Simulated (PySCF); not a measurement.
CH5AlSe, SMILES [AlH]([SeH])[CH3], CAM-B3LYP/def2-SVP optimised geometry. Atoms within 1.6 Å of the plane z = 0.0 Å (x, y, z in Å): Al1 (0.38, 0.20, 0.00), H2 (1.74, 1.01, 0.00), C3 (-1.39, 1.01, 0.00), H4 (-1.35, 2.11, -0.03), H5 (-1.95, 0.73, 0.91), H6 (-1.99, 0.67, -0.86), Se7 (0.52, -2.11, 0.00), H8 (1.99, -2.11, 0.00).

Computed with CAM-B3LYP/def2-TZVP in PySCF. Cells within 0.4 Å of a nucleus heavier than hydrogen are left out (blank, or x).

Map of the log10 of the electron density (e/bohr³), floored at −4 on the plane z = 0.0 Å:

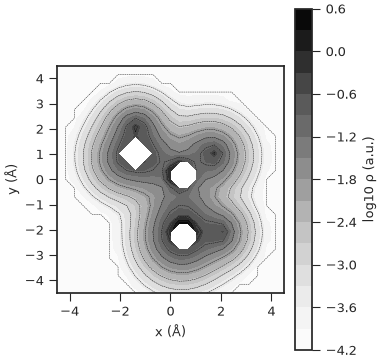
Log10 of the electron density (e/bohr³), floored at −4 on the plane z = 0.0 Å.
